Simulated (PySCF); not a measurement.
**CCSD(T)/def2-TZVPPD run of BF (SMILES [B]F)**

What is the vertical electron affinity of BF at CCSD(T)/def2-TZVPPD? Input form: a Python script.

The calculation is run with PySCF 2.14.0.

4 further runs of the same task are left out: 4 set aside as unsound or not needed.

## (1) Starting point

BF has 2 atoms, charge 0, and is taken as a singlet. SMILES: `[B]F`. The shape is that of a PBE0-D4/def2-TZVP optimisation.

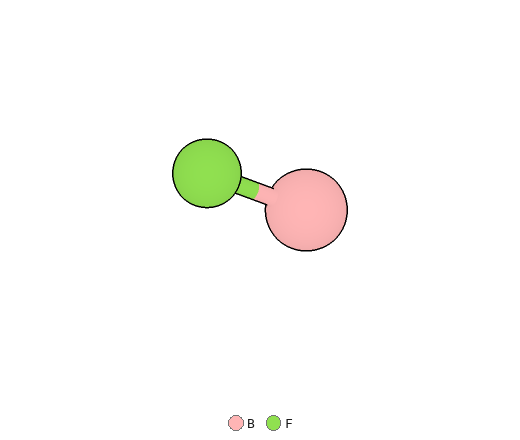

The structure, seen from a chosen angle (boron pink, fluorine green).

## (2) A single-point energy at CCSD(T)/def2-TZVPPD

The input, run.py:

```python
# 13768-60-0
from pyscf import gto, cc

mol = gto.M(
    atom=[
    ('B', (0.000000, -0.000000, -0.009350)),
    ('F', (-0.000000, 0.000000, 1.253740)),
],
    verbose=3,
    basis='def2-tzvppd',
    max_memory=1860,
)

hf = mol.RHF()
hf.conv_tol = 1e-10
hf.kernel()
if not hf.converged:
    hf = hf.newton().run(hf.mo_coeff, hf.mo_occ)

mycc = cc.CCSD(hf, frozen=2)
mycc.kernel()
e_t = mycc.ccsd_t()
etot = mycc.e_tot + e_t
print('E = %.10f Eh' % etot)
```

Launch:

```console
$ OMP_NUM_THREADS=1 python run.py
```

Output:

```text
converged SCF energy = -124.162425120484
E(CCSD) = -124.4966349383862  E_corr = -0.3342098179018838
CCSD(T) correction = -0.0109184474725335
E = -124.5075533859 Eh
```

It took 6.6 s on 1 thread of Arm Neoverse V2, shared host; peak memory 0.3 GiB.

## (3) The doublet anion

The input, input.py:

```python
from pyscf import gto, scf, cc

mol = gto.M(
    atom='''
B      0.000000     0.000000    -0.017669
F      0.000000     0.000000     2.369225
''',
    unit='bohr',
    charge=-1,
    spin=1,
    verbose=4,
    max_memory=1860,
    basis='def2-tzvppd',
)

mf = scf.UHF(mol)
mf.conv_tol = 1e-10
mf.kernel()
if not mf.converged:
    mf = mf.newton().run(mf.mo_coeff, mf.mo_occ)

mycc = cc.CCSD(mf, frozen=2)
mycc.kernel()
e_t = mycc.ccsd_t()
etot = mycc.e_tot + e_t
print('E(%s) = %.9f' % ('CCSD(T)', etot))
```

Launch:

```console
$ OMP_NUM_THREADS=1 python input.py
```

Output:

```text
PySCF version 2.14.0

[INPUT] num. atoms = 2
[INPUT] num. electrons = 15
[INPUT] charge = -1
[INPUT] spin (= nelec alpha-beta = 2S) = 1
[INPUT] symmetry False subgroup None
[INPUT] Mole.unit = bohr
[INPUT] Symbol           X                Y                Z      unit          X                Y                Z       unit  Magmom
[INPUT]  1 B      0.000000000000   0.000000000000  -0.009350032140 AA    0.000000000000   0.000000000000  -0.017669000000 Bohr   0.0
[INPUT]  2 F      0.000000000000   0.000000000000   1.253739877542 AA    0.000000000000   0.000000000000   2.369225000000 Bohr   0.0

nuclear repulsion = 18.8529528332636
number of shells = 27
number of NR pGTOs = 107
number of NR cGTOs = 77
basis = def2-tzvppd
ecp = {}

******** <class 'pyscf.scf.uhf.UHF'> ********
method = UHF
initial guess = minao
damping factor = 0
level_shift factor = 0
DIIS = <class 'pyscf.scf.diis.CDIIS'>
diis_start_cycle = 1
diis_space = 8
diis_damp = 0
SCF conv_tol = 1e-10
SCF conv_tol_grad = None
SCF max_cycles = 50
direct_scf = True
direct_scf_tol = 1e-13
number electrons alpha = 8  beta = 7
Set gradient conv threshold to 1e-05
init E= -124.194678709565

[... the frontier-level lines of each cycle are left out ...]


cycle= 1 E= -124.060526719781  delta_E= 0.134  |g|= 0.285  |ddm|= 0.818
cycle= 2 E= -124.088513820326  delta_E= -0.028  |g|= 0.187  |ddm|= 0.29
cycle= 3 E= -124.098598540007  delta_E= -0.0101  |g|= 0.0265  |ddm|= 0.0961
cycle= 4 E= -124.099839196775  delta_E= -0.00124  |g|= 0.00859  |ddm|= 0.103
cycle= 5 E= -124.100074520123  delta_E= -0.000235  |g|= 0.00428  |ddm|= 0.0572
cycle= 6 E= -124.100168199059  delta_E= -9.37e-05  |g|= 0.0019  |ddm|= 0.0466
cycle= 7 E= -124.100184367476  delta_E= -1.62e-05  |g|= 0.000832  |ddm|= 0.0184
cycle= 8 E= -124.100188091093  delta_E= -3.72e-06  |g|= 0.000463  |ddm|= 0.00763
cycle= 9 E= -124.1001895158  delta_E= -1.42e-06  |g|= 0.00022  |ddm|= 0.0043
cycle= 10 E= -124.100189887578  delta_E= -3.72e-07  |g|= 5.84e-05  |ddm|= 0.00307
cycle= 11 E= -124.100189904061  delta_E= -1.65e-08  |g|= 2.34e-05  |ddm|= 0.000551
cycle= 12 E= -124.100189905182  delta_E= -1.12e-09  |g|= 9.64e-06  |ddm|= 0.000121
cycle= 13 E= -124.100189905334  delta_E= -1.52e-10  |g|= 3.49e-06  |ddm|= 3.24e-05
cycle= 14 E= -124.100189905352  delta_E= -1.78e-11  |g|= 1.24e-06  |ddm|= 9.72e-06
Extra cycle  E= -124.100189905354  delta_E= -2.1e-12  |g|= 7.26e-07  |ddm|= 3.29e-06
converged SCF energy = -124.100189905354  <S^2> = 0.76711464  2S+1 = 2.017042

******** <class 'pyscf.cc.uccsd.UCCSD'> ********
CC2 = 0
CCSD nocc = (np.int64(6), np.int64(5)), nmo = (75, 75)
frozen orbitals 2
max_cycle = 50
direct = 0
conv_tol = 1e-07
conv_tol_normt = 1e-06
diis_space = 6
diis_start_cycle = 0
diis_start_energy_diff = 1e+09
Init t2, MP2 energy = -0.331716612739453
Init E_corr(UCCSD) = -0.331716612739947
cycle = 1  E_corr(UCCSD) = -0.333678163332932  dE = -0.00196155059  norm(t1,t2) = 0.0795284
cycle = 2  E_corr(UCCSD) = -0.342862238417934  dE = -0.00918407509  norm(t1,t2) = 0.0298101
cycle = 3  E_corr(UCCSD) = -0.343374976399553  dE = -0.000512737982  norm(t1,t2) = 0.0169648
cycle = 4  E_corr(UCCSD) = -0.345305876610929  dE = -0.00193090021  norm(t1,t2) = 0.00858857
cycle = 5  E_corr(UCCSD) = -0.3452955220942  dE = 1.03545167e-05  norm(t1,t2) = 0.00203682
cycle = 6  E_corr(UCCSD) = -0.345217409730854  dE = 7.81123633e-05  norm(t1,t2) = 0.000809709
cycle = 7  E_corr(UCCSD) = -0.345219641068878  dE = -2.23133802e-06  norm(t1,t2) = 0.000316227
cycle = 8  E_corr(UCCSD) = -0.345230702781371  dE = -1.10617125e-05  norm(t1,t2) = 0.000128061
cycle = 9  E_corr(UCCSD) = -0.345227172529806  dE = 3.53025157e-06  norm(t1,t2) = 6.35754e-05
cycle = 10  E_corr(UCCSD) = -0.345227345053699  dE = -1.72523893e-07  norm(t1,t2) = 3.38155e-05
cycle = 11  E_corr(UCCSD) = -0.345227573564895  dE = -2.28511196e-07  norm(t1,t2) = 1.42934e-05
cycle = 12  E_corr(UCCSD) = -0.345227381792449  dE = 1.91772446e-07  norm(t1,t2) = 6.67478e-06
cycle = 13  E_corr(UCCSD) = -0.345227342446666  dE = 3.93457834e-08  norm(t1,t2) = 2.96779e-06
cycle = 14  E_corr(UCCSD) = -0.345227316134409  dE = 2.63122571e-08  norm(t1,t2) = 1.26128e-06
cycle = 15  E_corr(UCCSD) = -0.345227297997412  dE = 1.81369971e-08  norm(t1,t2) = 6.49137e-07
UCCSD converged
E(UCCSD) = -124.4454172033511  E_corr = -0.3452272979974117
UCCSD(T) correction = -0.0117083249826769
E(CCSD(T)) = -124.457125528
```

Run time: 32 s. Hardware: 1 thread of Arm Neoverse V2, shared host; peak memory 1.5 GiB.

## (4) What came out

Level: CCSD(T)/def2-TZVPPD, 2 core orbitals frozen.

| quantity | value |
| --- | --- |
| singlet BF: total energy | -124.50755 Eh |
| singlet BF: dipole moment (Hartree–Fock density) | 0.87 D |
| singlet BF: HOMO energy (Hartree–Fock orbitals) | -11.02 eV |
| singlet BF: LUMO energy (Hartree–Fock orbitals) | 1.57 eV |
| singlet BF: HOMO–LUMO gap (Hartree–Fock orbitals) | 12.60 eV |
| singlet BF: correlation energy (2 core orbitals frozen) | -345.1 mEh |
| singlet BF: (T) correction | -10.92 mEh |
| singlet BF: T1 diagnostic | 0.016 |
| doublet anion: total energy | -124.45713 Eh |
| doublet anion: HOMO energy (Hartree–Fock orbitals) (highest over α and β) | 1.03 eV |
| doublet anion: LUMO energy (Hartree–Fock orbitals) (lowest over α and β) | 5.50 eV |
| doublet anion: correlation energy (2 core orbitals frozen) | -356.9 mEh |
| doublet anion: (T) correction | -11.71 mEh |
| doublet anion: ⟨S²⟩ of the reference determinant | 0.767 |
| doublet anion: T1 diagnostic | 0.018 |
| vertical electron affinity (to the doublet anion) | -1.372 eV |

The anion lies 1.37 eV (32 kcal/mol) above the neutral: the electron isn't bound at this level, and such a value depends on the basis. The triples (singlet BF) make up 3.2 % of the correlation energy. The triples (doublet anion) make up 3.3 % of the correlation energy. The HOMO (doublet anion) lies at positive energy, 1.03 eV: the electron is unbound at this level or held by a compact basis; values depend on the basis.
